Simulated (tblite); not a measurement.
Geometry relaxation, with input and output: CH₁₁OPSi₃

CH₁₁OPSi₃, SMILES C[SiH2][Si@H](P)O[SiH3], computed with GFN2-xTB geometry optimisation, gas phase (tblite 0.8.0).

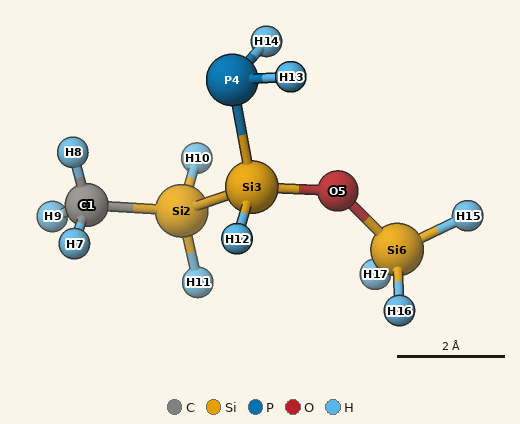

Figure 1. The structure as given in the input (ball-and-stick view, seen at a tilt; atoms are numbered from 1 in the order of the input). Bond lengths as drawn: C–H 1.09 to 1.10 Å, C–Si 1.86 Å, H–P 1.42 to 1.43 Å, H–Si 1.48 to 1.49 Å, O–Si 1.66 to 1.67 Å, P–Si 2.20 Å and Si–Si 2.32 Å.

Key numbers:

```csv
quantity,value
outcome,converged
total energy,−533.7684 eV
hardware,"1 CPU thread, shared host"
wall time,2 s
peak memory,0.19 GiB
```

Input file:
```
{"job": {"xc": "GFN2-xTB", "basis": "xTB", "kind": "relax"}, "charge": 0, "multiplicity": 1}
C      2.930200     0.403000    -0.376800
Si     1.253200    -0.149700    -0.958700
Si    -0.287600     0.177800     0.738500
P      0.229300    -0.981500     2.538500
O     -1.815700    -0.305200     0.289200
Si    -2.969000     0.069600    -0.853100
H      2.916400     1.469100    -0.107500
H      3.264100    -0.156900     0.501700
H      3.675400     0.269000    -1.161800
H      1.301200    -1.595100    -1.320400
H      0.853200     0.613700    -2.160000
H     -0.341100     1.611400     1.120700
H     -0.991600    -0.790300     3.250100
H     -0.119000    -2.263000     2.040500
H     -4.162000    -0.772800    -0.640000
H     -3.337700     1.500900    -0.712100
H     -2.406400    -0.171400    -2.199000
```

The first line tells a small driver script what to run in tblite; the rest is the geometry in Å.

Command:
```bash
OMP_NUM_THREADS=1 python <driver script> task.json out
```

Log:
```
step      E/eV     max force
  0    -533.44811    1.213
  1    -533.52750    0.687
  2    -533.57054    0.378
  3    -533.58498    0.335
  4    -533.60278    0.281
  5    -533.61252    0.277
  6    -533.62174    0.226
  7    -533.62821    0.257
  8    -533.63358    0.210
  9    -533.63764    0.189
 10    -533.64128    0.201
 11    -533.64533    0.165
 12    -533.64895    0.163
 13    -533.65118    0.142
 14    -533.65250    0.078
 15    -533.65351    0.074
 16    -533.65437    0.096
 17    -533.65515    0.096
 18    -533.65589    0.080
 19    -533.65668    0.086
 20    -533.65751    0.091
 21    -533.65825    0.088
 22    -533.65891    0.114
 23    -533.65959    0.115
 24    -533.66040    0.090
 25    -533.66144    0.105
 26    -533.66271    0.116
 27    -533.66405    0.084
 28    -533.66518    0.072
 29    -533.66610    0.084
 30    -533.66697    0.088
 31    -533.66777    0.081
 32    -533.66854    0.064
 33    -533.66935    0.058
 34    -533.67020    0.067
 35    -533.67117    0.093
 36    -533.67243    0.095
 37    -533.67401    0.091
 38    -533.67565    0.105
 39    -533.67694    0.086
 40    -533.67781    0.076
 41    -533.67853    0.069
 42    -533.67949    0.095
 43    -533.68072    0.141
 44    -533.68191    0.134
 45    -533.68306    0.067
 46    -533.68366    0.044
 47    -533.68393    0.046
 48    -533.68477    0.070
 49    -533.68560    0.094
 50    -533.68651    0.096
 51    -533.68712    0.062
 52    -533.68749    0.060
 53    -533.68767    0.095
 54    -533.68815    0.059
 55    -533.68900    0.094
 56    -533.69010    0.104
 57    -533.69197    0.101
 58    -533.69353    0.082
 59    -533.69418    0.081
 60    -533.69416    0.112
 61    -533.69519    0.044
 62    -533.69547    0.042
 63    -533.69645    0.051
 64    -533.69677    0.052
 65    -533.69771    0.069
 66    -533.69849    0.077
 67    -533.69944    0.070
 68    -533.70020    0.060
 69    -533.70097    0.069
 70    -533.70162    0.070
 71    -533.70216    0.058
 72    -533.70257    0.055
 73    -533.70284    0.067
 74    -533.70309    0.035
 75    -533.70328    0.026
 76    -533.70345    0.035
 77    -533.70351    0.032
 78    -533.70363    0.020
 79    -533.70371    0.018
 80    -533.70379    0.023
 81    -533.70386    0.024
 82    -533.70397    0.023
 83    -533.70410    0.025
 84    -533.70424    0.021
 85    -533.70432    0.018
 86    -533.70437    0.017
 87    -533.70441    0.016
 88    -533.70448    0.020
 89    -533.70458    0.032
 90    -533.70471    0.039
 91    -533.70484    0.034
 92    -533.70493    0.020
 93    -533.70500    0.018
 94    -533.70506    0.019
 95    -533.70512    0.025
 96    -533.70519    0.026
 97    -533.70525    0.018
 98    -533.70529    0.011
 99    -533.70531    0.010
100    -533.70533    0.009
101    -533.70535    0.008
102    -533.70536    0.009
103    -533.70538    0.009
104    -533.70539    0.008
105    -533.70541    0.008
106    -533.70542    0.010
107    -533.70544    0.010
108    -533.70545    0.008
109    -533.70547    0.009
110    -533.70548    0.008
111    -533.70549    0.009
112    -533.70550    0.012
113    -533.70552    0.013
114    -533.70556    0.016
115    -533.70561    0.017
116    -533.70567    0.017
117    -533.70573    0.025
118    -533.70580    0.028
119    -533.70590    0.024
120    -533.70604    0.030
121    -533.70616    0.030
122    -533.70625    0.022
123    -533.70632    0.022
124    -533.70641    0.028
125    -533.70656    0.046
126    -533.70678    0.059
127    -533.70702    0.055
128    -533.70719    0.035
129    -533.70732    0.025
130    -533.70738    0.047
131    -533.70750    0.042
132    -533.70761    0.036
133    -533.70780    0.028
134    -533.70787    0.022
135    -533.70793    0.016
136    -533.70797    0.012
137    -533.70802    0.013
138    -533.70806    0.013
139    -533.70809    0.012
140    -533.70811    0.013
141    -533.70813    0.012
142    -533.70815    0.010
143    -533.70819    0.012
144    -533.70821    0.010
145    -533.70824    0.009
146    -533.70827    0.011
147    -533.70832    0.017
148    -533.70838    0.025
149    -533.70847    0.021
150    -533.70850    0.046
151    -533.70860    0.041
152    -533.70870    0.021
153    -533.70878    0.016
154    -533.70894    0.037
155    -533.70900    0.029
156    -533.70918    0.028
157    -533.70936    0.027
158    -533.70934    0.053
159    -533.70962    0.029
160    -533.70974    0.026
161    -533.70993    0.054
162    -533.71014    0.021
163    -533.71023    0.018
164    -533.71031    0.059
165    -533.71046    0.022
166    -533.71053    0.020
167    -533.71085    0.020
168    -533.71099    0.024
169    -533.71112    0.026
170    -533.71120    0.058
171    -533.71130    0.032
172    -533.71144    0.028
173    -533.71171    0.045
174    -533.71189    0.043
175    -533.71216    0.041
176    -533.71236    0.034
177    -533.71253    0.034
178    -533.71276    0.048
179    -533.71311    0.050
180    -533.71357    0.058
181    -533.71219    0.222
182    -533.71433    0.041
183    -533.71471    0.043
184    -533.71507    0.213
185    -533.71590    0.042
186    -533.71624    0.045
187    -533.71653    0.147
188    -533.71704    0.039
189    -533.71724    0.036
190    -533.71779    0.054
191    -533.71812    0.053
192    -533.71903    0.070
193    -533.71978    0.074
194    -533.72045    0.096
195    -533.72023    0.108
196    -533.72155    0.093
197    -533.72205    0.069
198    -533.72293    0.094
199    -533.72387    0.081
200    -533.72552    0.085
201    -533.72749    0.121
202    -533.72298    0.366
203    -533.72873    0.160
204    -533.72874    0.089
205    -533.73015    0.059
206    -533.73070    0.068
207    -533.73173    0.143
208    -533.73328    0.150
209    -533.73564    0.084
210    -533.73645    0.094
211    -533.73830    0.092
212    -533.73988    0.117
213    -533.74217    0.100
214    -533.74247    0.243
215    -533.74482    0.074
216    -533.74575    0.054
217    -533.74747    0.100
218    -533.74831    0.111
219    -533.74986    0.096
220    -533.75101    0.088
221    -533.75216    0.105
222    -533.75300    0.090
223    -533.75379    0.128
224    -533.75464    0.075
225    -533.75569    0.068
226    -533.75635    0.071
227    -533.75774    0.076
228    -533.75869    0.106
229    -533.75938    0.097
230    -533.76012    0.063
231    -533.76059    0.048
232    -533.76115    0.039
233    -533.76135    0.038
234    -533.76174    0.041
235    -533.76199    0.044
236    -533.76229    0.034
237    -533.76255    0.054
238    -533.76277    0.036
239    -533.76302    0.033
240    -533.76327    0.040
241    -533.76354    0.045
242    -533.76388    0.041
243    -533.76422    0.044
244    -533.76458    0.047
245    -533.76503    0.052
246    -533.76557    0.042
247    -533.76611    0.036
248    -533.76656    0.040
249    -533.76688    0.041
250    -533.76713    0.035
251    -533.76732    0.027
252    -533.76748    0.025
253    -533.76759    0.037
254    -533.76768    0.026
255    -533.76776    0.018
256    -533.76785    0.016
257    -533.76790    0.021
258    -533.76801    0.019
259    -533.76807    0.014
260    -533.76812    0.013
261    -533.76815    0.013
262    -533.76819    0.012
263    -533.76823    0.013
264    -533.76826    0.012
265    -533.76828    0.008
266    -533.76830    0.007
267    -533.76830    0.006
268    -533.76831    0.004
269    -533.76832    0.004
270    -533.76832    0.004
271    -533.76833    0.005
272    -533.76833    0.005
273    -533.76833    0.005
274    -533.76833    0.005
275    -533.76834    0.004
276    -533.76834    0.005
277    -533.76835    0.006
278    -533.76835    0.007
279    -533.76836    0.006
280    -533.76836    0.005
281    -533.76837    0.006
282    -533.76837    0.006
283    -533.76837    0.003
284    -533.76838    0.003
```

Trajectory as extended XYZ (Å, eV, eV/Å), 6 of the 12 frames kept, from step=0 to step=284:
```
17
Properties=species:S:1:pos:R:3:forces:R:3 step=0 energy=-533.44811
C     2.9302    0.4030   -0.3768    0.7970   0.4480   0.2560
Si    1.2532   -0.1497   -0.9587   -1.0470  -0.5550  -0.2610
Si   -0.2876    0.1778    0.7385   -0.6580   0.1790  -0.6360
P     0.2293   -0.9815    2.5385   -0.3470  -0.6290   0.9060
O    -1.8157   -0.3052    0.2892   -0.2080   0.6130  -0.7240
Si   -2.9690    0.0696   -0.8531    0.2750   0.0540   0.2790
H     2.9164    1.4691   -0.1075    0.0870  -0.3820  -0.0720
H     3.2641   -0.1569    0.5017   -0.0700   0.1410  -0.1840
H     3.6754    0.2690   -1.1618   -0.0070   0.0600   0.1690
H     1.3012   -1.5951   -1.3204    0.0920   0.2920  -0.0810
H     0.8532    0.6137   -2.1600    0.1270  -0.1170   0.0210
H    -0.3411    1.6114    1.1207   -0.1640  -0.2040   0.0710
H    -0.9916   -0.7903    3.2501    0.5590  -0.2270  -0.4780
H    -0.1190   -2.2630    2.0405   -0.0190   0.6130   0.1960
H    -4.1620   -0.7728   -0.6400    0.4050   0.0650   0.1750
H    -3.3377    1.5009   -0.7121    0.1790  -0.3760   0.0330
H    -2.4064   -0.1714   -2.1990   -0.0010   0.0240   0.3280
17
Properties=species:S:1:pos:R:3:forces:R:3 step=51 energy=-533.68712
C     3.0553    0.3860   -0.4240    0.0000  -0.0150   0.0020
Si    1.3014   -0.1319   -0.9357   -0.0110  -0.0050  -0.0160
Si   -0.1966    0.3164    0.7784    0.0210   0.0170   0.0150
P    -0.1333   -1.0001    2.6165   -0.0310  -0.0390  -0.0060
O    -1.6917    0.2306    0.1378    0.0050   0.0460  -0.0090
Si   -3.0169    0.0541   -0.7727    0.0110   0.0120   0.0070
H     3.1117    1.4529   -0.2281   -0.0040  -0.0020   0.0160
H     3.3767   -0.1311    0.4750   -0.0030  -0.0020   0.0310
H     3.7755    0.1594   -1.2032    0.0030   0.0010  -0.0210
H     1.3522   -1.5421   -1.3685   -0.0080   0.0070   0.0270
H     0.9582    0.6305   -2.1477   -0.0080  -0.0060  -0.0190
H    -0.1454    1.6769    1.3409   -0.0300   0.0230  -0.0010
H    -1.5061   -0.9998    2.8091    0.0550   0.0140  -0.0260
H    -0.1862   -2.1942    1.9174    0.0100  -0.0070   0.0020
H    -3.8037   -0.9989   -0.1344   -0.0170  -0.0100  -0.0060
H    -3.6991    1.3469   -0.7627    0.0210  -0.0280   0.0080
H    -2.5590   -0.3271   -2.1080   -0.0140  -0.0050  -0.0050
17
Properties=species:S:1:pos:R:3:forces:R:3 step=103 energy=-533.70538
C     3.0710    0.3570   -0.3932    0.0060  -0.0010   0.0010
Si    1.3121   -0.1091   -0.9364    0.0020   0.0040   0.0060
Si   -0.1808    0.4589    0.7470   -0.0010  -0.0010   0.0060
P    -0.2878   -1.0067    2.4702    0.0040   0.0040  -0.0060
O    -1.6515    0.5880    0.0485    0.0010  -0.0010   0.0000
Si   -2.9971    0.0326   -0.6586   -0.0020  -0.0010   0.0010
H     3.1594    1.4224   -0.2002   -0.0050   0.0000   0.0000
H     3.3514   -0.1638    0.5181    0.0020  -0.0010   0.0030
H     3.8008    0.1013   -1.1546    0.0030  -0.0040  -0.0010
H     1.3098   -1.5495   -1.2623   -0.0030   0.0010  -0.0010
H     1.0270    0.5763   -2.2075    0.0010   0.0040  -0.0020
H    -0.0669    1.7725    1.4006   -0.0030  -0.0050  -0.0070
H    -1.6683   -1.0910    2.4525    0.0010  -0.0030  -0.0030
H    -0.1588   -2.1389    1.6821   -0.0010   0.0020   0.0030
H    -3.5361   -1.0532    0.1617   -0.0020   0.0000   0.0040
H    -3.8817    1.1908   -0.6983    0.0000  -0.0010   0.0010
H    -2.6095   -0.4590   -1.9798   -0.0030   0.0010  -0.0050
17
Properties=species:S:1:pos:R:3:forces:R:3 step=180 energy=-533.71357
C     3.0803    0.1246   -0.1710   -0.0190  -0.0010   0.0140
Si    1.4100    0.0544   -1.0793    0.0330   0.0030   0.0310
Si   -0.2647    0.5458    0.4525    0.0230   0.0040   0.0110
P    -0.2887   -0.6588    2.3707   -0.0090   0.0370   0.0170
O    -1.6538    0.2885   -0.3624    0.0200  -0.0030  -0.0100
Si   -3.2272   -0.0536   -0.5295    0.0050  -0.0150  -0.0560
H     3.2630    1.1200    0.2257    0.0210  -0.0160  -0.0230
H     3.1070   -0.5645    0.6693   -0.0020  -0.0080  -0.0030
H     3.9079   -0.1281   -0.8270   -0.0260   0.0230   0.0130
H     1.2974   -1.2771   -1.7043   -0.0060  -0.0060  -0.0010
H     1.4784    1.0138   -2.1921   -0.0240   0.0040  -0.0180
H    -0.3842    1.9351    0.9328    0.0080  -0.0100   0.0010
H    -1.4214   -1.3783    2.0354    0.0150  -0.0240  -0.0090
H     0.5507   -1.6615    1.9188    0.0060  -0.0150  -0.0040
H    -3.6127   -1.0147    0.5064   -0.0030   0.0160  -0.0180
H    -3.9438    1.2085   -0.3836   -0.0330   0.0010   0.0060
H    -3.3050   -0.6253   -1.8725   -0.0080   0.0090   0.0480
17
Properties=species:S:1:pos:R:3:forces:R:3 step=232 energy=-533.76115
C     2.9909   -0.0245   -0.1523    0.0300   0.0050   0.0210
Si    1.3114    0.0268   -1.0482    0.0000   0.0050   0.0030
Si   -0.3559    0.5423    0.4904   -0.0150   0.0050  -0.0250
P    -0.4917   -0.7725    2.3178   -0.0050  -0.0100  -0.0010
O    -1.7465    0.3917   -0.3443    0.0000   0.0090   0.0020
Si   -3.3045    0.0466   -0.6293    0.0290   0.0000   0.0110
H     3.1496    0.8635    0.4549   -0.0130  -0.0030  -0.0120
H     3.0599   -0.8857    0.5080   -0.0110   0.0200   0.0030
H     3.8195   -0.0891   -0.8508   -0.0330  -0.0130  -0.0150
H     1.1319   -1.2889   -1.6919   -0.0010  -0.0030  -0.0170
H     1.4060    0.9991   -2.1490    0.0070   0.0090   0.0010
H    -0.4036    1.9120    1.0378    0.0100  -0.0180  -0.0020
H    -0.3533   -1.9634    1.6211    0.0070   0.0110   0.0150
H     0.8657   -0.7042    2.5843   -0.0270  -0.0060   0.0080
H    -3.7675   -0.8858    0.3968   -0.0050   0.0140  -0.0090
H    -4.0313    1.3141   -0.5942    0.0250  -0.0170   0.0190
H    -3.2875   -0.5536   -1.9610    0.0010  -0.0090  -0.0010
17
Properties=species:S:1:pos:R:3:forces:R:3 step=284 energy=-533.76838
C     2.9980   -0.0111   -0.1660    0.0010   0.0020   0.0000
Si    1.3188    0.0378   -1.0601   -0.0010   0.0010   0.0010
Si   -0.3559    0.5055    0.4830    0.0020   0.0020   0.0000
P    -0.5688   -0.8409    2.2796    0.0000  -0.0010   0.0000
O    -1.7243    0.3830   -0.3915    0.0020  -0.0020   0.0000
Si   -3.2946    0.0535   -0.6206    0.0000   0.0000   0.0010
H     3.2289    0.9452    0.2952    0.0000  -0.0010   0.0010
H     3.0111   -0.7626    0.6191    0.0000   0.0000   0.0000
H     3.8050   -0.2447   -0.8527    0.0020   0.0000   0.0000
H     1.1493   -1.2623   -1.7383    0.0000   0.0000   0.0000
H     1.4132    1.0383   -2.1361   -0.0020  -0.0010  -0.0010
H    -0.4005    1.8590    1.0689   -0.0010  -0.0010  -0.0020
H    -0.2652   -2.0131    1.6058    0.0010   0.0000   0.0000
H     0.7423   -0.6713    2.6885   -0.0020   0.0000   0.0000
H    -3.7412   -0.8733    0.4169    0.0000   0.0010   0.0000
H    -3.9983    1.3310   -0.5494    0.0000   0.0000   0.0020
H    -3.3247   -0.5454   -1.9522    0.0000   0.0000  -0.0020
```
